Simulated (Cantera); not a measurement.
Feed: 1 mol Si2Cl6, 0.54 mol HCl, 150 mol N2, at 1.20 bar.

Method: chemical equilibrium by Gibbs-energy minimisation in Cantera with the NASA 1993 tables (ideal gas, pure condensed phases). Candidate condensed phases: NH4Cl, Si, Si3N4; 28 gas species. The feed counts by its element totals alone. N2 is the only nitrogen source here; it is nearly inert below about 1500 K, so the nitride shown seldom forms there in practice. The tables' values for SiCl3 are old estimates; treat these amounts as uncertain. Equilibrium is a limit: real reactors are often held back by kinetics, nucleation or transport.

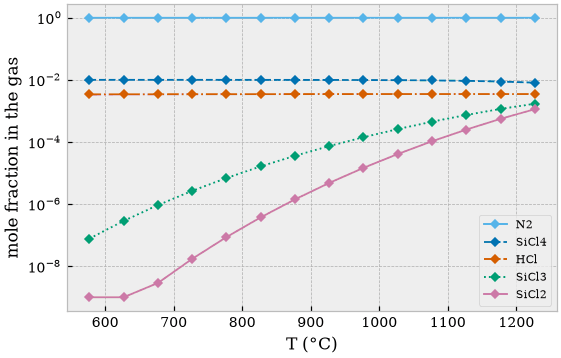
Figure: Equilibrium gas composition (values under 1e-9 drawn at 1e-9)

From 577 °C to 1227 °C the condensed part is Si3N4(s). The main Si-bearing gas is SiCl4 throughout.
